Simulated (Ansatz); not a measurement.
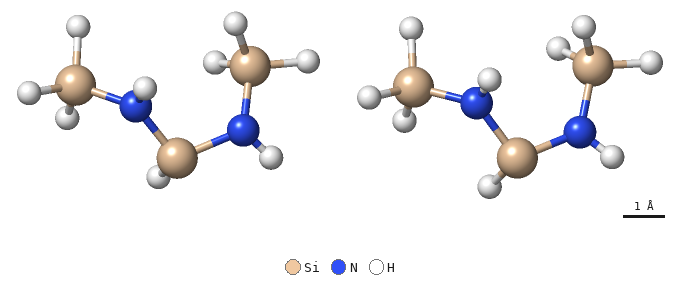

Two geometries of Si$_{3}$N$_{2}$H$_{9}$ (multiplicity 2), drawn at one scale. One is the start of a relaxation, the other its converged end. The picture is a ball-and-stick view, seen at a tilt.

The calculation used UKS PBE0-D4/def2-TZVP (Ansatz). Set-up: force threshold 0.005 eV/Å; at most 200 steps.

**Which of the two is the end point?**

The right one is the relaxed one. It is one of the separated reactants of a reaction. Over 12 accepted moves (13 points after the start) the energy falls by 3.00 kcal/mol. The largest force component goes from 1.1 to 0.0031 eV/Å. The line search rejected the trial step at point 5 of the run. The largest move after the best rigid fit is that of an H atom, 0.40 Å. By element the largest moves are H 0.40 Å, N 0.31 Å, Si 0.07 Å. Some distances before and after: N–Si 1.771 → 1.733 Å, N–Si 1.710 → 1.727 Å, H–N 1.018 → 1.012 Å, N–Si 1.736 → 1.732 Å. Among the angles between lasting bonds that change: Si–N–Si 117.5° → 125.4°, Si–N–H 112.6° → 117.9°, Si–N–H 112.8° → 116.6°.
